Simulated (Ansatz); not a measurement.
**CH6BClGeO (SMILES OC[B](Cl)[GeH3]): density, localisation and related maps**

Input

```
crystal:
  periodic: [false, false, false]
  atoms:
    - { symbol: O, position_ang: [-1.1739, 1.4582, -0.366] }
    - { symbol: C, position_ang: [-0.5739, 0.5412, -1.1648] }
    - { symbol: B, position_ang: [-0.1505, -0.6886, -0.2789] }
    - { symbol: Cl, position_ang: [-0.6722, -2.374, -0.6334] }
    - { symbol: Ge, position_ang: [1.1644, -0.4167, 1.2533] }
    - { symbol: H, position_ang: [-2.1553, 1.2013, -0.254] }
    - { symbol: H, position_ang: [-1.2046, 0.198, -1.985] }
    - { symbol: H, position_ang: [0.3723, 1.0196, -1.622] }
    - { symbol: H, position_ang: [0.4869, -0.8341, 2.6342] }
    - { symbol: H, position_ang: [1.5422, 1.0926, 1.3805] }
    - { symbol: H, position_ang: [2.4299, -1.2545, 1.0567] }
basis:
  gaussian: { orbitals: def2-SVP }
hamiltonian:
  xc: lda
relax:
  f_tol: 0.015
  max_steps: 40
output:
  orbitals: {}
```

Launched as:

```sh
ansatz run input.yaml --threads 2 --pin off --max-ram 3072MiB --backend cpu --events-out ev --progress --plain --runs-dir out
```

The fields are those of the relaxed geometry.

Level of theory: RKS LDA/def2-SVP in Ansatz.

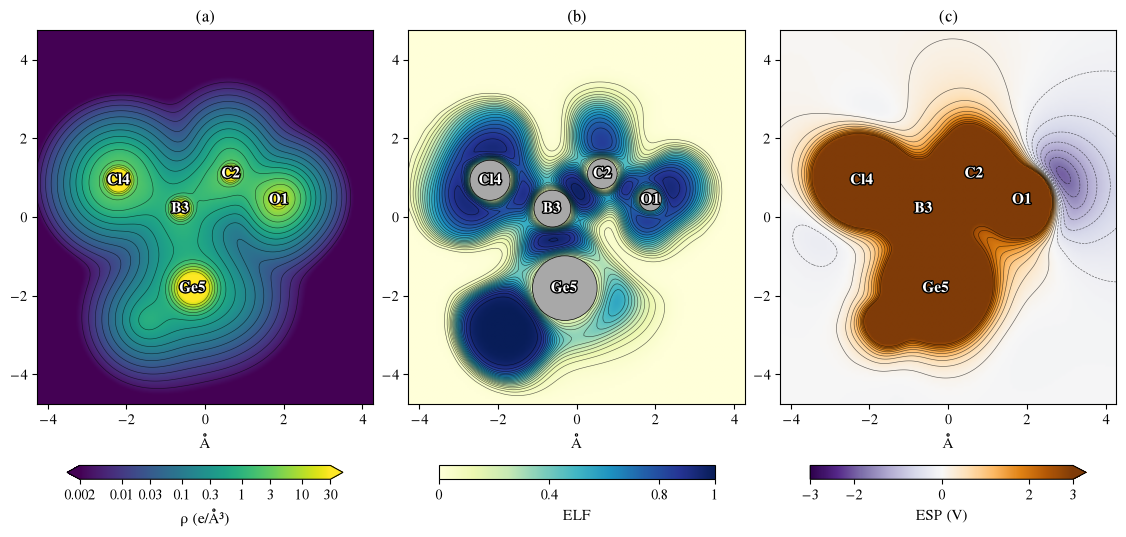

Figure 1. (a) electron density; (b) ELF; (c) electrostatic potential on the plane of atoms Cl4, B3 and Ge5. Grey discs cover the atomic cores in the ELF map.

Q: Interpret the plot.

A: Atoms in the plane: O, C, B, Cl and Ge.
C–O (1.40 Å): the density is about 2.1 e/Å³ at the midpoint, with its minimum of 1.8 e/Å³ about 0.5 Å from C; the ELF peaks at about 0.90 between the atoms, as expected for a shared but strongly polarised pair.
C–B (1.55 Å): the density is about 1.5 e/Å³ at the midpoint; the ELF peaks at about 0.95 between the atoms (a shared electron pair).
B–Cl (1.74 Å): ρ at the midpoint is about 1.3 e/Å³; the ELF peaks at about 0.90 between the atoms (a polar covalent bond).
Ge–B (2.05 Å): ρ is about 0.77 e/Å³ halfway; the ELF peaks at about 0.95 between the atoms, as expected for localised, covalent bonding.
The ELF also peaks beside Cl4 and O1, away from the bonds: lone-pair regions.
Outside the dense part of the molecule the potential is most negative (−1.9 V) near O1.

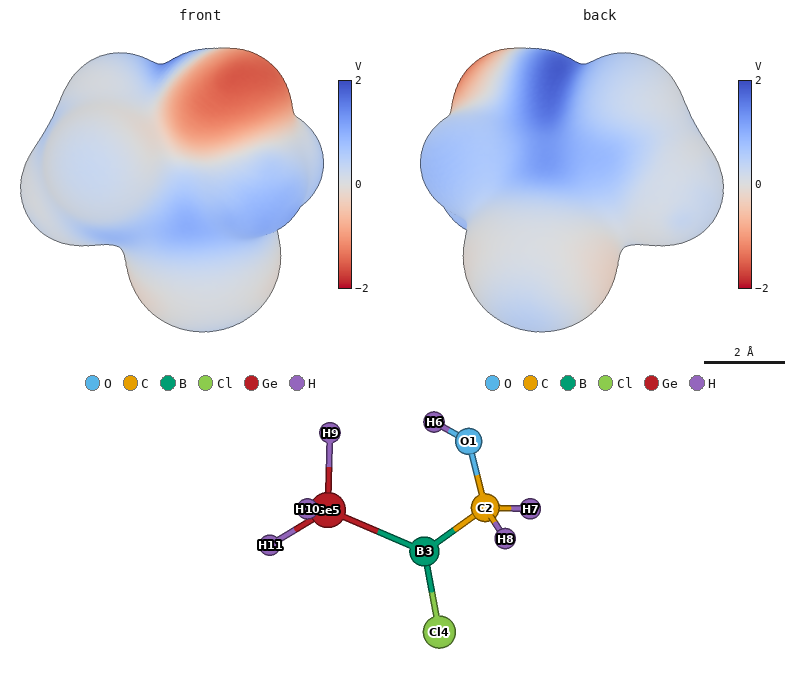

Figure 2. The molecular electrostatic potential painted on the density surface at 0.002 e/bohr³, seen from the front and from behind; the colour scale runs from red (negative) to blue (positive). The bare structure is drawn below in the same view.

Q: Describe the electrostatic potential map.

A: The most negative region (about −1.5 V) lies over O1, the most positive (about +1.8 V) over H6. Cl4 shows a σ-hole: about +0.4 V at the tip opposite its bond, against about 0.0 V on its flanks. O1 is the likeliest acceptor of a hydrogen bond.

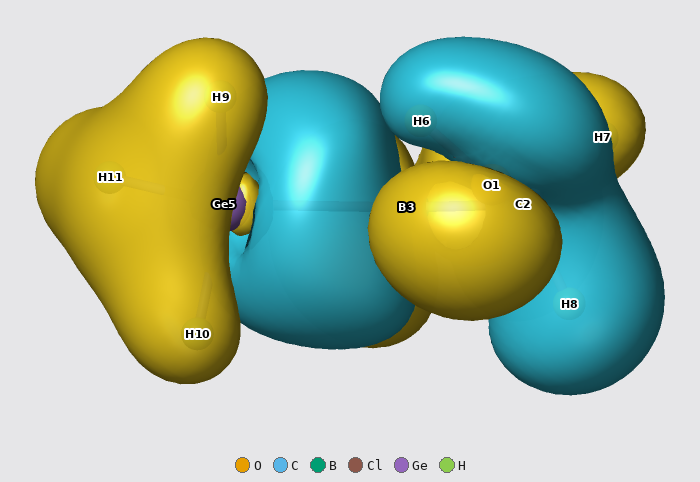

Figure 3. The HOMO−1 at ±0.06 Å⁻³ᐟ² (yellow and cyan are the two phases), seen from one side.

Q: Where does this orbital lie, and at what energy?

A: It lies mainly on Cl4 (about 25 %), O1 (about 20 %), Ge5 (about 15 %), B3 (about 15 %) and C2 (about 10 %). Its energy is −6.78 eV.
